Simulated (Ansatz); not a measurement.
Run report: BSiH$_{5}$O$_{3}$ (charge +1), single-point calculation

BSiH$_{5}$O$_{3}$, charge +1, multiplicity 8, computed with UKS B2PLYP/6-31G* (Ansatz 0.2.0).

Some settings of this run were made unusual or wrong on purpose. The geometry comes from this level: PBE0-D4/def2-TZVP.

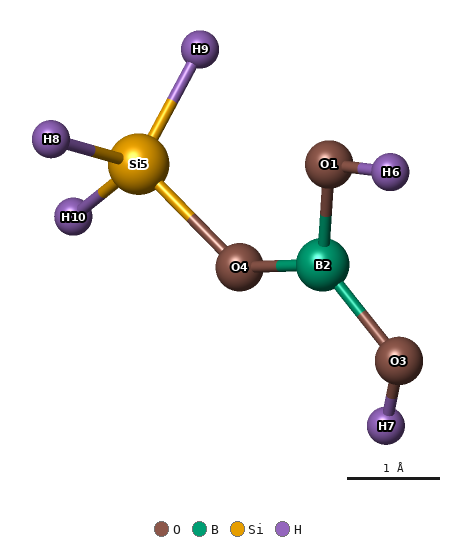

The structure as given in the input (ball-and-stick view, seen at a tilt; atoms are numbered from 1 in the order of the input).

**Input**
```yaml
crystal:
  periodic: [false, false, false]
  atoms:
    - {symbol: O, position_ang: [-0.910994, -0.508074, -1.338158]}
    - {symbol: B, position_ang: [0.362294, -0.195710, -0.959682]}
    - {symbol: O, position_ang: [1.376314, -0.262981, -1.872214]}
    - {symbol: O, position_ang: [0.603746, 0.180562, 0.329889]}
    - {symbol: Si, position_ang: [-0.434667, 0.338577, 1.605709]}
    - {symbol: H, position_ang: [-0.969803, -0.758467, -2.262659]}
    - {symbol: H, position_ang: [2.222768, -0.021458, -1.490314]}
    - {symbol: H, position_ang: [-1.472620, 1.358173, 1.313138]}
    - {symbol: H, position_ang: [-1.081120, -0.960103, 1.918867]}
    - {symbol: H, position_ang: [0.387181, 0.778482, 2.758324]}
basis:
  gaussian: {orbitals: "6-31G*"}
total_charge: 1
magnetization: {spin_polarized: true, initial_magnetization: 7}
hamiltonian: {xc: {name: B2PLYP}}
```

Launched with:
```bash
ansatz run in.yaml --threads 4 --pin off --events-out ev --progress --plain --max-ram 10444MiB
```

**Log**
```
Functional definition: B2PLYP
  name "B2PLYP"
  cite "Grimme, J. Chem. Phys. 124, 034108 (2006) doi:10.1063/1.2148954"
  cite "Becke, Phys. Rev. A 38, 3098 (1988) doi:10.1103/PhysRevA.38.3098"
  cite "Lee, Yang & Parr, Phys. Rev. B 37, 785 (1988) doi:10.1103/PhysRevB.37.785"
  parameter a = 0.53
  parameter c = 0.27
  exchange = (1 - a)*b88_x + a*exact_x
  correlation = (1 - c)*lyp_c + c*(mp2_os + mp2_ss)
840 factors; integrals over basis functions are off by at most 1.1e-3 eV
mean field evaluation 1: about -14709.8702 eV, gradient 5.4e1 eV
mean field evaluation 2: about -14709.9396 eV, gradient 5.4e1 eV
mean field evaluation 4: about -14720.5367 eV, gradient 2.3e1 eV
mean field evaluation 8: about -14727.7057 eV, gradient 4.2e0 eV
mean field evaluation 16: about -14728.0770 eV, gradient 3.3e-1 eV
mean field evaluation 32: about -14728.1822 eV, gradient 1.8e-6 eV
mean field evaluation 64: about -14698.1054 eV, gradient 4.5e1 eV
mean field evaluation 96: about -14716.1171 eV, gradient 7.9e0 eV
mean field -14728.18221446 eV, -541.2507132608 hartree, gradient 1.6e-6 eV, S^2 15.777389; 6 other end points of the search recorded, 0 dependent functions left out
9 core orbitals not correlated: weight in the atoms' cores, before any rotation towards them, 1.000 or more for the frozen orbitals, at most 0.000 for the correlated occupied ones
reference -14728.18237803 eV, -541.2507192720 hartree; 18, 11 occupied and 62, 69 virtual orbitals, 840 factors
second order -21.13255846 eV of doubles, -0.00000000 eV of singles
Total energy: -14733.88816881 eV, -541.4604032158 hartree
```

**What the run reported**

| quantity | value |
| --- | --- |
| outcome | converged |
| total energy | −14733.8882 eV |
| mean-field energy | −14728.1824 eV |
| ⟨S²⟩ | 15.777 |
| SCF solution under orbital rotations | stable |
| hardware | 4 threads of Arm Neoverse V1, 23 GiB of memory available, shared host |
| wall time | 7 s (CPU time 26 s) |
| peak memory | 0.42 GiB |

**What went wrong**

A setting was made wrong on purpose: spin. The run converged all the same; its numbers are those of the faulty input and shouldn't be used.
